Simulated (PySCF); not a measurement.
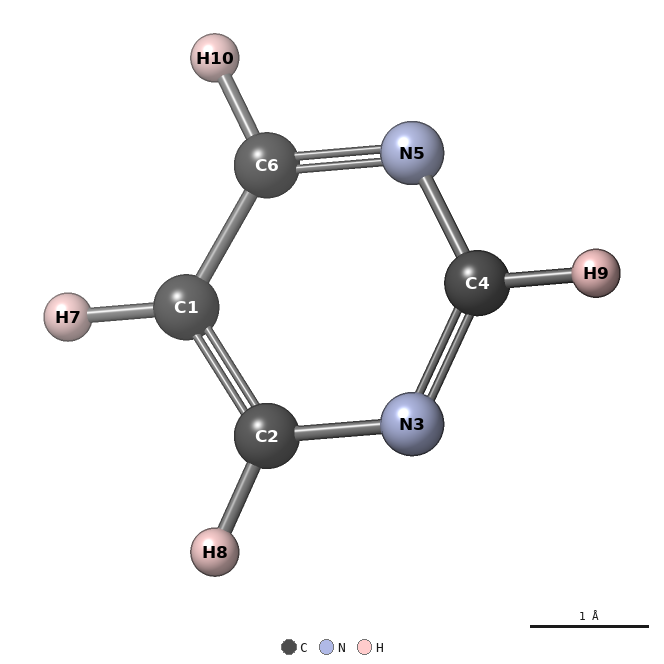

Orthographic view. Distant atoms are faded towards the background colour. The computed structure is the end point of a GFN2-xTB optimisation. No frequency run is at hand to confirm it as a minimum.

Write a MOL file (V2000) with the atoms in numerical order, bonds sorted by atom number with the orders drawn, and coordinates in the frame of the picture: x right, y up, z towards the viewer, origin at the mean position.

```
C4H4N2
                    3D

 10 10  0  0  0  0  0  0  0  0999 V2000
   -1.0600   -0.0900   -0.4000 C   0  0  0  0  0  0  0  0  0  0  0  0
   -0.3800   -1.1800    0.1100 C   0  0  0  0  0  0  0  0  0  0  0  0
    0.8600   -1.0800    0.5800 N   0  0  0  0  0  0  0  0  0  0  0  0
    1.4100    0.1200    0.5300 C   0  0  0  0  0  0  0  0  0  0  0  0
    0.8600    1.2200    0.0700 N   0  0  0  0  0  0  0  0  0  0  0  0
   -0.3800    1.1200   -0.4000 C   0  0  0  0  0  0  0  0  0  0  0  0
   -2.0700   -0.1700   -0.7800 H   0  0  0  0  0  0  0  0  0  0  0  0
   -0.8200   -2.1700    0.1500 H   0  0  0  0  0  0  0  0  0  0  0  0
    2.4200    0.2000    0.9200 H   0  0  0  0  0  0  0  0  0  0  0  0
   -0.8200    2.0300   -0.7700 H   0  0  0  0  0  0  0  0  0  0  0  0
  1  2  2  0
  1  6  1  0
  1  7  1  0
  2  3  1  0
  2  8  1  0
  3  4  2  0
  4  5  1  0
  4  9  1  0
  5  6  2  0
  6 10  1  0
M  END
```
